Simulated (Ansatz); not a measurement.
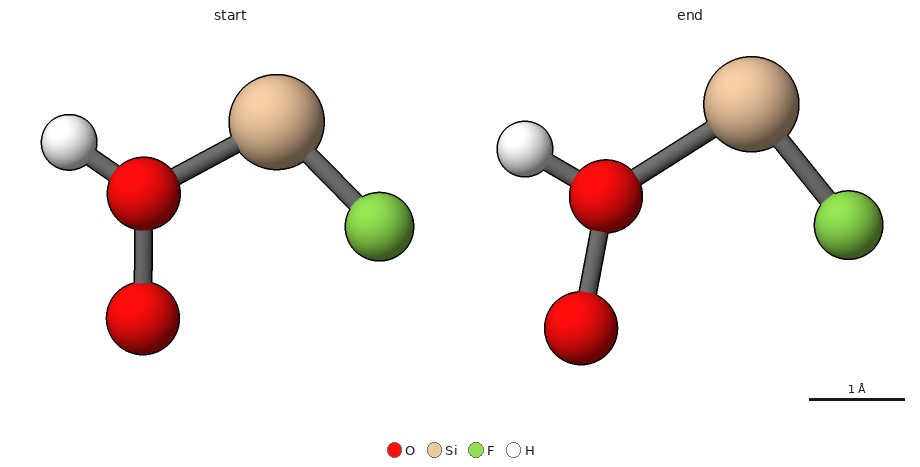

The structure of SiHO$_{2}$F before (left) and after (right) a relaxation, at one scale.

The picture is a ball-and-stick view, seen face on.

It is one of the separated reactants of a reaction.

Computed with RKS PBE-D4/def2-SVP in Ansatz 0.2.0.

Input
```yaml
crystal:
  periodic: [false, false, false]
  atoms:
    - {symbol: O, position_ang: [0.505533, 1.930362, -0.831685]}
    - {symbol: Si, position_ang: [-0.375486, -0.277836, -0.054745]}
    - {symbol: O, position_ang: [0.691789, 0.924014, 0.001965]}
    - {symbol: F, position_ang: [-1.671436, 0.386976, -0.633650]}
    - {symbol: H, position_ang: [1.560262, 0.686307, 0.339895]}
basis:
  gaussian: {orbitals: def2-SVP}
hamiltonian: {xc: pbe, dispersion: d4}
relax: {f_tol: 0.03, max_steps: 250}
```

Run as
```bash
ansatz run in.yaml --threads 2 --pin off --events-out ev --progress --plain --max-ram 4352MiB
```

What changed between the two?

The largest moves after the best rigid fit, 0.27 Å, are those of O1 and Si2. By element the largest moves are Si 0.27 Å, O 0.27 Å, F 0.12 Å, H 0.09 Å. Near-neighbour distances that change, for instance: Si2–O3 1.608 → 1.812 Å, O1–O3 1.320 → 1.414 Å, Si2–F4 1.567 → 1.635 Å, O3–H5 0.962 → 0.988 Å. Among the angles between lasting bonds that change: O1–O3–Si2 117.0° → 133.0°, O1–O3–H5 122.5° → 109.7°, O3–Si2–F4 104.2° → 96.4°. After 8 accepted moves (9 points after the start) the energy has fallen by 23.6 kcal/mol. The largest force component goes from 5.5 to 0.0086 eV/Å. The line search rejected the trial step at point 5 of the run.
